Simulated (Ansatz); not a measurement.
## Bi2Te2Se, pressure series

Start from Bi2Te2Se (space group R-3m, No. 166; a cell from a computed database, its experimental status unchecked).

```yaml
crystal:
  lattice:
    - [2.15183, 1.24236, 10.28086]
    - [-2.15183, 1.24236, 10.28086]
    - [0.00000, -2.48472, 10.28086]
  atoms:
    - { symbol: Bi, position: [0.60678, 0.60678, 0.60678] }
    - { symbol: Bi, position: [0.39322, 0.39322, 0.39322] }
    - { symbol: Te, position: [0.21652, 0.21652, 0.21652] }
    - { symbol: Te, position: [0.78348, 0.78348, 0.78348] }
    - { symbol: Se, position: [0.00000, 0.00000, 0.00000] }
```

Cell and atoms are relaxed at each pressure.

Calculations: r2SCAN+rVV10/PAW in Ansatz (a first-principles code), scalar-relativistic without spin-orbit coupling.

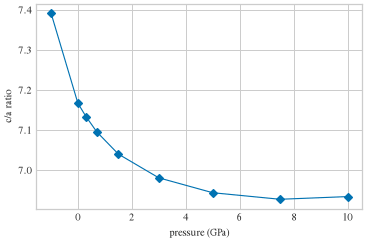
*c/a ratio against pressure*

**Question.** From the plot, what is the c/a ratio for pressure 3 GPa?

**Answer.** About 6.98.

**Question.** Is the trend monotonic over the range shown?

**Answer.** No, it turns within the range, spanning 6.927 to 7.392.

Load acts through the strain it causes; cell and atoms are relaxed under it. Whether these cells are dynamically stable was not tested. No other phases were tried under pressure.
